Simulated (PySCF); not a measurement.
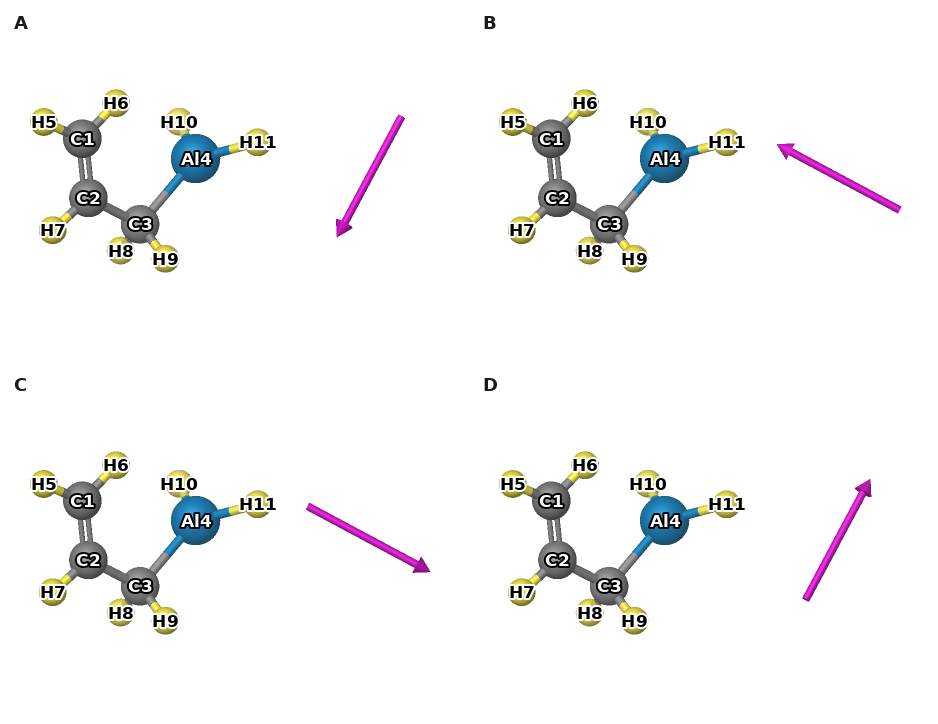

The same molecule four times, each with an arrow. The computed structure is the end point of a PBE0-D3(BJ)/def2-SVP optimisation. No frequency run is at hand to confirm it as a minimum. Method: PBE0/def2-TZVPD, gas phase (PySCF 2.14.0).

Which arrow points along the dipole moment, from the negative to the positive end?

Answer. A. The dipole moment is 1.07 D; it points from the side of H10, H11 to the side of H7 (the outermost atoms at the two ends).
